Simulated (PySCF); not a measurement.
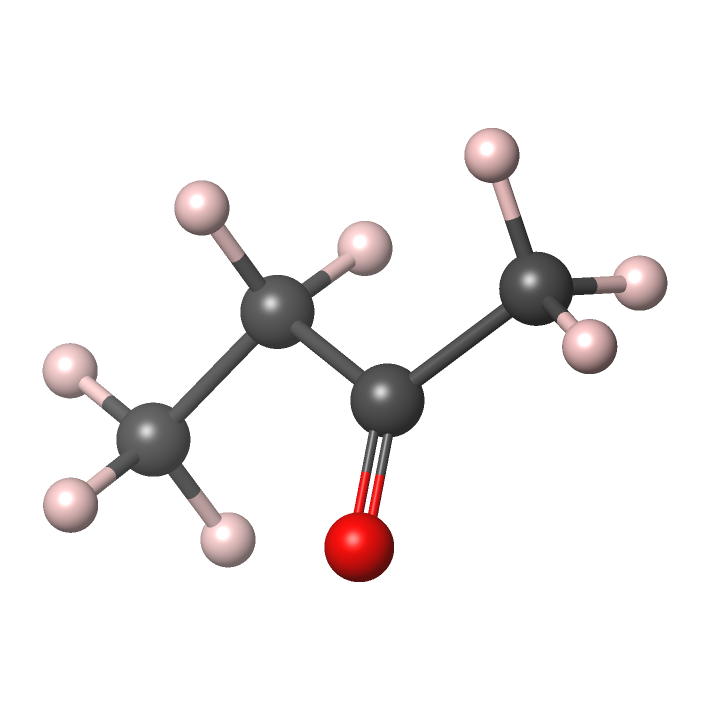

A ball-and-stick model of a molecule. Colours: carbon dark grey, oxygen red, hydrogen pink.

The geometry was computed by an optimisation with GFN2-xTB. No frequency run is at hand to confirm it as a minimum.

Give the formula.

Answer. C₄H₈O, 13 atoms: 4 carbon, 8 hydrogen and 1 oxygen.

Write the SMILES.

Answer. CCC(C)=O

How many bonds of each kind are drawn?

Answer. 8 C–H, 3 C–C, 1 C–O.

The parts below concern this one geometry. Atoms keep their numbers from picture to picture.

### Geometry

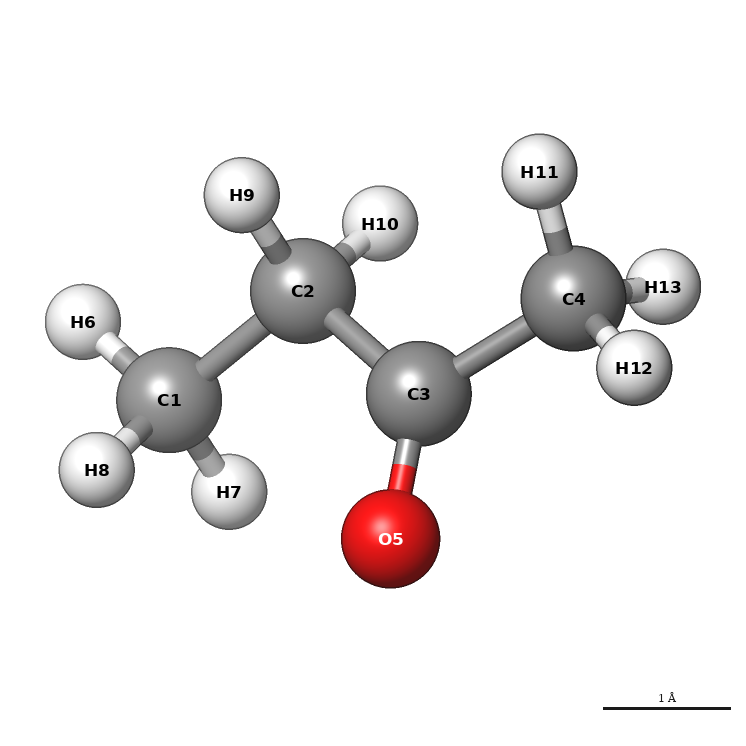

The atoms are numbered. No frequency run is at hand to confirm it as a minimum.

Give these bond angles: C2–C1–H6, C2–C1–H7, C2–C1–H8, C1–C2–C3, C1–C2–H9, C1–C2–H10, C3–C2–H9, C3–C2–H10, C2–C3–C4, C2–C3–O5, C4–C3–O5, C3–C4–H11, C3–C4–H12, C3–C4–H13.

| angle | degrees |
| --- | --- |
| C2–C1–H6 | 110.7 |
| C2–C1–H7 | 110.3 |
| C2–C1–H8 | 110.0 |
| C1–C2–C3 | 112.4 |
| C1–C2–H9 | 110.0 |
| C1–C2–H10 | 111.0 |
| C3–C2–H9 | 107.1 |
| C3–C2–H10 | 108.9 |
| C2–C3–C4 | 114.2 |
| C2–C3–O5 | 123.2 |
| C4–C3–O5 | 122.6 |
| C3–C4–H11 | 110.8 |
| C3–C4–H12 | 110.1 |
| C3–C4–H13 | 108.8 |

### Dipole moment

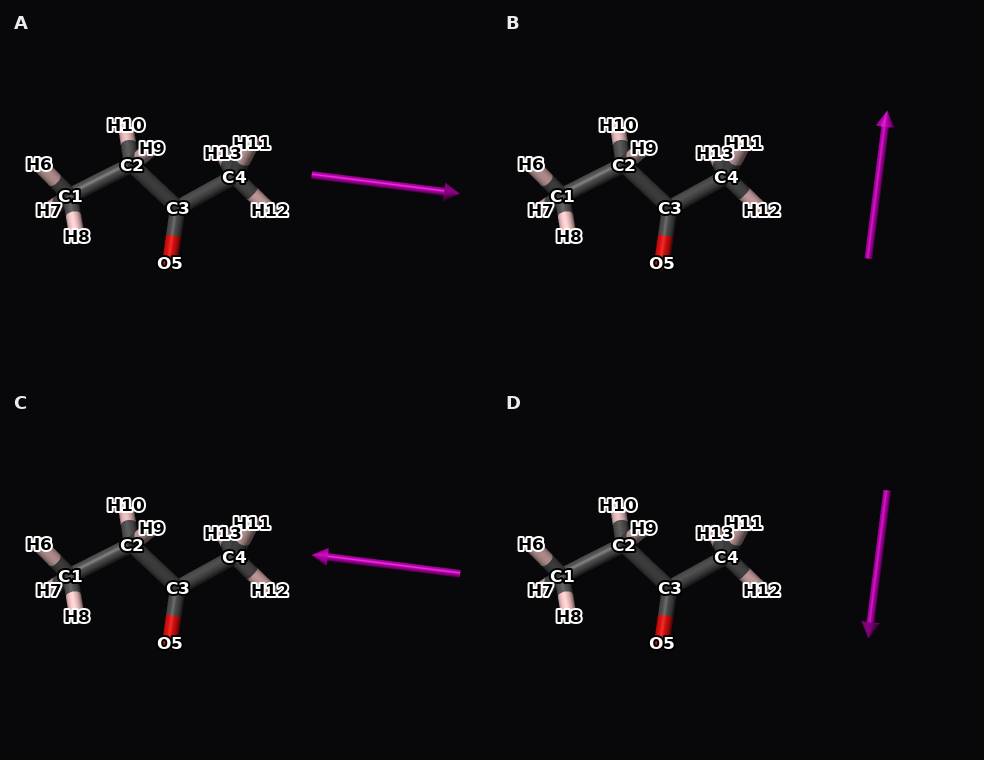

The same molecule four times, each with an arrow. No frequency run is at hand to confirm it as a minimum. Method: B3LYP/pcJ-1, gas phase (PySCF 2.14.0).

Which arrow points along the dipole moment, from the negative to the positive end?

Answer. B. The dipole moment is 2.83 D; it points from the side of O5 to the side of H10, H11 (the outermost atoms at the two ends).

### NMR shielding

The questions are on isotropic NMR shieldings of the C atoms. No frequency run is at hand to confirm it as a minimum. Properties computed with GIAO PBE0/pcSseg-1 NMR shielding, non-relativistic, gas phase (PySCF 2.14.0).

Which C atom is the most shielded (lowest chemical shift)?

Answer. C1 (177.4 ppm).

Which C atom is the least shielded (highest chemical shift)?

Answer. C3 (−24.8 ppm).

How wide is the range of C shifts?

Answer. 202.2 ppm.

Give the isotropic NMR shieldings of the C atoms atom by atom.

```
atom  σ (ppm)
  C1    177.4
  C2    147.5
  C3    −24.8
  C4    154.8
```

### Charges

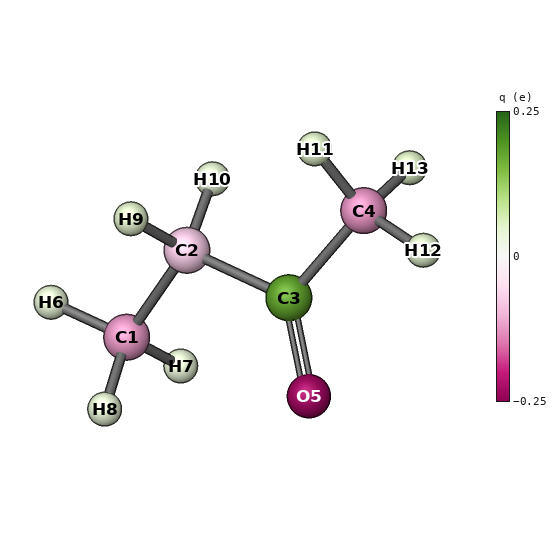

Atoms are coloured by their Hirshfeld charges. No frequency run is at hand to confirm it as a minimum. Level of theory: PBE0/pcSseg-1, gas phase (PySCF 2.14.0).

Which atom carries the highest charge (most positive or least negative)?

Answer. C3 (0.18 e).

And the lowest?

Answer. O5 (−0.23 e).

List the Hirshfeld charges.

| atom | value (e) |
| --- | --- |
| C1 | −0.12 |
| C2 | −0.07 |
| C3 | 0.18 |
| C4 | −0.13 |
| O5 | −0.23 |
| H6 | 0.04 |
| H7 | 0.04 |
| H8 | 0.04 |
| H9 | 0.05 |
| H10 | 0.05 |
| H11 | 0.05 |
| H12 | 0.05 |
| H13 | 0.06 |
